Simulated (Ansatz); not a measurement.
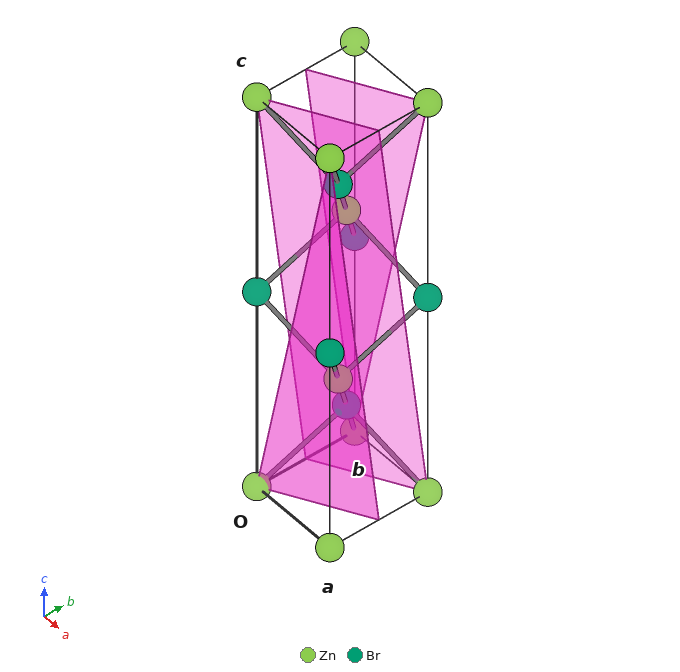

Crystal: ZnBr, the end point of a relaxation with DFT PBE, scalar-relativistic, plane waves, PAW (Ansatz 0.2.0); the starting structure was generated, so it need not be a known form of this composition. Every member of one family of equally spaced planes, hx + ky + lz = a whole number, that cuts the unit cell is shaded (one member passes through the origin O). Geometry calculated from the standardised cell; symmetry tolerance 0.002 Å.

a = 4.125 Å, b = 4.125 Å, c = 10.175 Å, α = 90.00°, β = 90.00°, γ = 120.00°.

**Which (hkl) family is drawn?**

(1 −2 −1), in four indices (1 −2 1 −1); the opposite sign names the same planes. The member next to the origin meets the axes a at 1, b at −1/2, c at −1.

**What is the spacing?**

d = 2.021 Å.

**Which atoms of the cell lie in these planes (within 0.03 Å)?**

1 of the 3 Zn.
